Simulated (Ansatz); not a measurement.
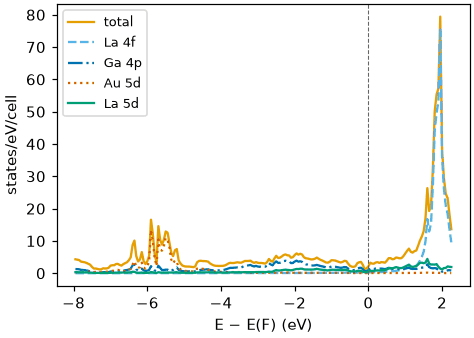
*Total and projected density of states of La2Ga7Au in space group P4mm (No. 99; Pearson symbol tP10), the program Ansatz at the r²SCAN level (PAW)*

Question: Which orbitals carry the states next to the Fermi level?

Answer: Within 0.5 eV of the Fermi level: Ga 4p 45 %, La 5d 25 %, Ga 4s 13 %, La 4f 9 %. Projections are on Löwdin-orthogonalised atomic valence shells; empty p or d shells of many metals are not among them.

Question: Where is the tallest occupied peak in this window, and what makes it?

Answer: Near -5.9 eV, about 17 states/eV per cell; the largest projected share is Au 5d.

The first step of the workflow began from a Materials Project structure, measured or hypothetical; the Crystallography Open Database copy checked does not list it. With Ga and Au taken as one species the cell has the higher symmetry I4/mmm, so it may be an ordered model of a mixed-site phase. Its standing as an ambient phase is unchecked. The r²SCAN relaxation kept the symmetry of its start; whether a distortion lowers the energy is not shown. Scalar-relativistic: spin–orbit coupling is off unless named, which matters more the heavier the elements.

Potentials: the later of the program's two PAW sets.
